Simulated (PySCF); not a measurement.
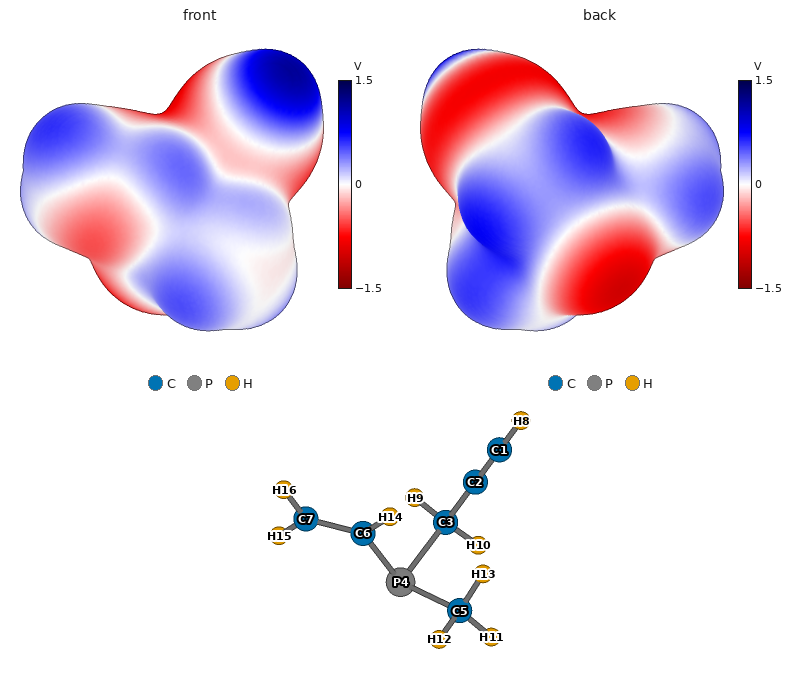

C6H9P (SMILES C#CCP(C)C=C). The electrostatic potential painted on the density surface at 0.001 e/bohr³, seen from the front and from behind; the colour scale runs from red (negative) to blue (positive). The bare structure is drawn below in the same view.

Geometry: GFN2-xTB.

Computed with PBE0/pcSseg-1, SCF density, gas phase, non-relativistic (PySCF 2.14.0).

The calculation's input:

```
{"job": {"kind": "nmr", "xc": "PBE0", "basis": "pcSseg-1"}, "charge": 0, "multiplicity": 1}
C      2.285416     0.069348     1.437158
C      1.785978     0.136224     0.350163
C      1.136330     0.194895    -0.931914
P     -0.690323    -0.269025    -0.878356
C     -0.524928    -1.891272    -0.001448
C     -1.142630     0.743578     0.573351
C     -1.839886     1.861276     0.460259
H      2.753282     0.025623     2.374958
H      1.195968     1.209779    -1.337141
H      1.621142    -0.489451    -1.635290
H     -0.124021    -2.631473    -0.692293
H     -1.512553    -2.217999     0.319502
H      0.134603    -1.803148     0.861373
H     -0.807133     0.385812     1.540516
H     -2.181081     2.216369    -0.498924
H     -2.097764     2.468407     1.314159
```

Command:

```sh
OMP_NUM_THREADS=1 python probes_run.py task.json out
```

> Describe the electrostatic potential map.

The most negative region (about −1.0 V) lies over P4, the most positive (about +1.1 V) over H8.

> How polar is the molecule by this calculation?

Its dipole moment is 0.61 D.
